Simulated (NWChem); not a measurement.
# One shape, several levels: triplet CHBrF2

We compute a comparison of 3 runs (U-r2SCAN/aug-cc-pVDZ, UPBE0/aug-cc-pVDZ, USVWN5/aug-cc-pVDZ) of triplet CHBrF2. 

The calculation is run with NWChem 7.3.0.

1 further run of the same task is left out (it didn't finish).

## (1) The molecule

CHBrF2: 5 atoms, total charge 0, spin state triplet. SMILES of the parent species: `FC(F)Br`. Geometry: relaxed at PBE0-D4/def2-TZVP. That shape belongs to the parent species and isn't relaxed for this state.

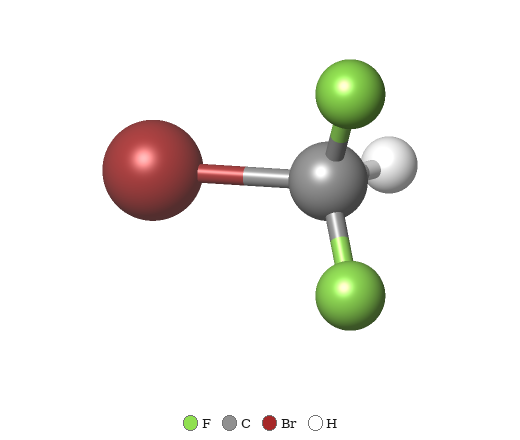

The structure, seen from a chosen angle (fluorine green, carbon grey, bromine red, hydrogen white).

## (2) A single-point energy at U-r2SCAN/aug-cc-pVDZ (run 1)

The input, run.py:

```python
from ase import Atoms
from ase.calculators.nwchem import NWChem

molecule = Atoms(['F', 'C', 'F', 'Br', 'H'], positions=[
    [0.174340, -0.623850, 1.201130],
    [0.141760, 0.019230, 0.034970],
    [0.707870, -0.753840, -0.890480],
    [-1.695370, 0.389750, -0.456680],
    [0.671400, 0.968700, 0.111060],
])

calc = NWChem(
    label='run',
    theory='dft',
    memory='2200 mb',
    basis='aug-cc-pVDZ',
    basispar='spherical bse',
    dft={'xc': 'r2scan', 'mult': '3', 'grid': 'fine', 'convergence': 'energy 1e-08', 'iterations': '100', 'mulliken': None},
    task='energy',
)
molecule.calc = calc

print("Total energy (eV):", round(molecule.get_potential_energy(), 6))
```

Launch:

```bash
export ASE_NWCHEM_COMMAND="nwchem PREFIX.nwi > PREFIX.nwo"
python run.py
```

Log:

```text
Total energy (eV): -76524.14259
```

The calculator wrote run.nwi:

```
title "run"

permanent_dir run

scratch_dir run

start run

geometry units angstrom nocenter noautosym noautoz
  F  1.7433999999999999e-01 -6.2385000000000002e-01 1.2011300000000000e+00
  C  1.4176000000000000e-01 1.9230000000000001e-02 3.4970000000000001e-02
  F  7.0787000000000000e-01 -7.5383999999999995e-01 -8.9048000000000005e-01
  Br -1.6953700000000000e+00 3.8974999999999999e-01 -4.5667999999999997e-01
  H  6.7140000000000000e-01 9.6870000000000001e-01 1.1106000000000001e-01
end

memory 2200 mb

basis spherical bse noprint
   * library aug-cc-pVDZ
end

dft
  xc r2scan
  mult 3
  grid fine
  convergence energy 1e-08
  iterations 100
  mulliken
end

task dft energy
```

run.nwo:

```text
Northwest Computational Chemistry Package (NWChem) 7.3.0
             --------------------------------------------------------

           Job information
           ---------------

    nwchem branch   = 7.3.0
    use scalapack   = T
    input           = run.nwi
    prefix          = run.
    data base       = run/run.db
    status          = startup
    nproc           =        1

           Memory information
           ------------------

    heap     =     72089596 doubles =      550.0 Mbytes
    stack    =     72089601 doubles =      550.0 Mbytes
    global   =    144179200 doubles =     1100.0 Mbytes (distinct from heap & stack)
    total    =    288358397 doubles =     2200.0 Mbytes
    verify   = yes
    hardfail = no

[... 100 lines left out ...]
  convergence criterion.
[... 17 lines left out ...]
          Convergence on gradient requested:  5.00D-04
[... 24 lines left out ...]
          Convergence aids based upon iterative change in
[... 28 lines left out ...]
 1-e energy   =   -4426.494429
[... 53 lines left out ...]
         Total DFT energy =    -2812.210393163339
[... 2 lines left out ...]
    Exchange-Corr. energy =     -117.915988069959
[... 809 lines left out ...]
                     DFT Final Beta Molecular Orbital Analysis
[... 906 lines left out ...]
 center of mass
 --------------
 x =  -1.67940065 y =   0.08921113 z =  -0.43392951

 moments of inertia (a.u.)
 ------------------
         297.303655876918         210.085088429236         -97.473185756019
         210.085088429236         676.216986914948          50.607133163064
         -97.473185756019          50.607133163064         600.236329661759

     Multipole analysis of the density
     ---------------------------------

     L   x y z        total         alpha         beta         nuclear
     -   - - -        -----         -----         ----         -------
     0   0 0 0     -0.000000    -31.000000    -29.000000     60.000000

     1   1 0 0      0.088160     49.666746     44.673576    -94.252162
[... 8 lines of this table left out ...]
     2   0 0 2    -27.548944    -64.706644    -60.832893     97.990593

 Task  times  cpu:      134.9s     wall:      134.9s
 Total times  cpu:      134.9s     wall:      134.9s
```

It took 2.3 min on 1 thread of Intel Xeon 6975P-C (Granite Rapids), shared host; peak memory 0.12 GiB.

## (3) A single-point energy at UPBE0/aug-cc-pVDZ (run 2)

The input, chbrf2.xyz:

```xyz
5
CHBrF2
F      0.174340    -0.623850     1.201130
C      0.141760     0.019230     0.034970
F      0.707870    -0.753840    -0.890480
Br    -1.695370     0.389750    -0.456680
H      0.671400     0.968700     0.111060
```

The input, chbrf2.nw:

```
start chbrf2
title "CHBrF2"
memory 2200 mb

geometry noautosym nocenter noautoz
  load format xyz chbrf2.xyz
end

basis spherical bse
  F library aug-cc-pVDZ
  C library aug-cc-pVDZ
  Br library aug-cc-pVDZ
  H library aug-cc-pVDZ
end

dft
  xc pbe0
  mult 3
  grid fine
  convergence energy 1e-08
  maxiter 100
  mulliken
end

task dft energy
```

Launch:

```bash
nwchem chbrf2.nw > chbrf2.out
```

Log:

```text
[...]
          Wavefunction type:  spin polarized.
          No. of atoms     :     5
          No. of electrons :    60
[...]
          Charge           :     0
          Spin multiplicity:     3
[...]
          AO basis - number of functions:   114
[...]
              XC Information
              --------------
                         PBE0 Method XC Functional
                     Hartree-Fock (Exact) Exchange  0.250
          PerdewBurkeErnzerhof Exchange Functional  0.750
            Perdew 1991 LDA Correlation Functional  1.000 local
           PerdewBurkeErnz. Correlation Functional  1.000 non-local
[...]
 d= 0,ls=0.0,diis     1  -2811.5562447238 -3.07D+03  1.99D-01  3.98D-01    12.8
[...]
 d= 0,ls=0.0,diis    14  -2811.7999936080 -3.65D-09  1.06D-06  9.26D-10   129.6
[...]
         Total DFT energy =    -2811.799993607972
      One electron energy =    -4425.422882655565
           Coulomb energy =     1472.332243795763
    Exchange-Corr. energy =     -117.515011252908
 Nuclear repulsion energy =      258.805656504738
[...]
      Total Density - Mulliken Population Analysis
     ---------------------------------------------
    Atom       Charge   Shell Charges
 -----------   ------   -------------------------------------------------------
    1 F    9     9.39   2.01  0.89  1.04  0.11  3.33  1.89  0.09  0.01  0.02
    2 C    6     5.22   2.02  0.69  0.24 -0.05  1.94  0.22 -0.00  0.20 -0.03
    3 F    9     9.39   2.01  0.89  1.04  0.11  3.33  1.89  0.09  0.01  0.02
    4 Br  35    34.73   2.00  2.00  2.04  1.12  0.83 -0.05  6.00  6.01  2.54  1.97  0.17  9.95  0.16  0.00
    5 H    1     1.28   0.77  0.44  0.03  0.03  0.02
[...]
      <S2> =      2.0043 (Exact =     2.0000)
[...]
```

It took 2.2 min on 1 thread of Intel Xeon 6975P-C (Granite Rapids), shared host; peak memory 0.12 GiB.

## (4) The energy at USVWN5/aug-cc-pVDZ (run 3)

The input, chbrf2.nw:

```
START chbrf2
memory stack 880 mb heap 220 mb global 1100 mb
charge 0

GEOMETRY units angstroms noautosym nocenter noautoz
F      0.174340    -0.623850     1.201130
C      0.141760     0.019230     0.034970
F      0.707870    -0.753840    -0.890480
Br    -1.695370     0.389750    -0.456680
H      0.671400     0.968700     0.111060
END

BASIS spherical bse
F library aug-cc-pVDZ
C library aug-cc-pVDZ
Br library aug-cc-pVDZ
H library aug-cc-pVDZ
END

DFT
xc slater vwn_5
mult 3
grid fine
convergence energy 1e-08
maxiter 100
mulliken
print medium
END

TASK dft energy
```

Launch:

```bash
nwchem chbrf2.nw > chbrf2.out
```

Log:

```text
[...]
          Wavefunction type:  spin polarized.
          No. of atoms     :     5
          No. of electrons :    60
[...]
          Charge           :     0
          Spin multiplicity:     3
[...]
          AO basis - number of functions:   114
[...]
              XC Information
              --------------
                        Slater Exchange Functional  1.000 local
                      VWN V Correlation Functional  1.000 local
[...]
 d= 0,ls=0.0,diis     1  -2806.9052864411 -3.07D+03  2.01D-01  5.57D-01    10.1
[...]
 d= 0,ls=0.5,diis    41  -2807.1665457030 -7.92D-09  2.82D-06  1.15D-08   257.5
[...]
         Total DFT energy =    -2807.166545709094
      One electron energy =    -4424.386271657656
           Coulomb energy =     1471.175462916475
    Exchange-Corr. energy =     -112.761393472651
 Nuclear repulsion energy =      258.805656504738
[...]
      Total Density - Mulliken Population Analysis
     ---------------------------------------------
    Atom       Charge   Shell Charges
 -----------   ------   -------------------------------------------------------
    1 F    9     9.27   2.01  0.88  1.03  0.11  3.32  1.79  0.09  0.01  0.02
    2 C    6     5.33   2.03  0.68  0.24 -0.09  2.00  0.24 -0.01  0.20  0.04
    3 F    9     9.27   2.01  0.88  1.03  0.11  3.32  1.79  0.09  0.01  0.02
    4 Br  35    34.76   2.00  2.00  2.05  1.16  0.73 -0.03  6.00  6.01  2.55  1.95  0.23  9.94  0.17  0.01
    5 H    1     1.38   0.74  0.55  0.03  0.02  0.02
[...]
      <S2> =      2.0013 (Exact =     2.0000)
[...]
```

Run time: 4.4 min. Hardware: 1 thread of Intel Xeon 6975P-C (Granite Rapids), shared host; peak memory 0.12 GiB.

## (5) All runs side by side

| run | level | energy (Eh) | dipole moment (D) | HOMO energy (eV) | ⟨S²⟩ | wall time |
| --- | --- | --- | --- | --- | --- | --- |
| 1 | U-r2SCAN/aug-cc-pVDZ | -2812.210393 | 1.13 | -2.41 | 2.006 | 2.3 min |
| 2 | UPBE0/aug-cc-pVDZ | -2811.799994 | 1.22 | -3.30 | 2.004 | 2.2 min |
| 3 | USVWN5/aug-cc-pVDZ | -2807.166546 | 1.02 | -2.19 | 2.001 | 4.4 min |

## (6) Outcome

| quantity | value |
| --- | --- |
| run 3: total energy | -2807.16655 Eh |
| run 3: dipole moment | 1.02 D |
| run 3: HOMO energy (highest over α and β) | -2.19 eV |
| run 3: ⟨S²⟩ | 2.001 |

The dipole moment (its size) runs from 1.02 D (USVWN5/aug-cc-pVDZ) to 1.22 D (UPBE0/aug-cc-pVDZ). Totals of different functionals can't be ranked against each other. All runs together took 8.8 min, the longest 4.4 min.
